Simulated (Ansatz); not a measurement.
Hypothetical zinc blende YSb: pressure series

Take YSb in the zinc blende structure (space group F-43m, No. 216; a = 6.936 Å; a hypothetical phase, not in the database extracts checked) as the base.

Cell and atoms are relaxed at each pressure.

Method: r2SCAN (Ansatz, a first-principles code; PAW; 500 eV plane waves; spin-orbit coupling left out).

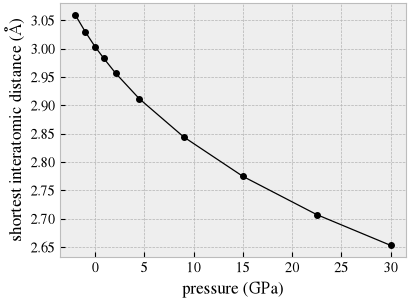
Figure: Shortest interatomic distance against pressure

```tsv
pressure (GPa)	shortest interatomic distance
-2	3.059 Å
-1	3.030 Å
0.9	2.983 Å
2.1	2.956 Å
4.5	2.912 Å
9	2.844 Å
15	2.775 Å
22.5	2.707 Å
30	2.653 Å
```

Load acts through the strain it causes; cell and atoms are relaxed under it. Stability against distortions was not tested. No other phases were tried under pressure.
